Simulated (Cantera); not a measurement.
Feed: 1 mol SiH₄, 0.57 mol O₂, 0.22 mol H₂, equilibrated at 2000 Pa.

Equilibrium computed with Cantera from the NASA thermochemical tables; the gas is ideal and each condensed phase is pure. Candidate condensed phases: H₂O, Si, SiO₂; 18 gas species. Mutual solubility and eutectic melting of coexisting phases are not modelled. The tables hold silica as quartz up to 1696 K and as liquid above; real silica turns to tridymite and cristobalite and melts near 1996 K. Rates play no part.

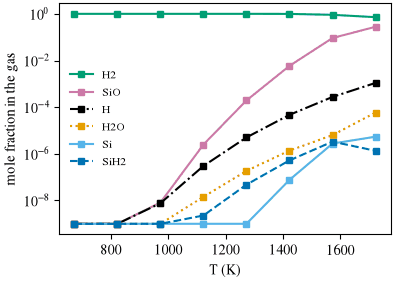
Fig. 1. Equilibrium gas composition (values under 1e-9 drawn at 1e-9)

From 673 K to 823 K the condensed part is Si(s) + SiO₂(α-quartz). From 973 K to 1573 K the condensed part is Si(s) + SiO₂(β-quartz). At 1723 K the condensed part is SiO₂(condensed).
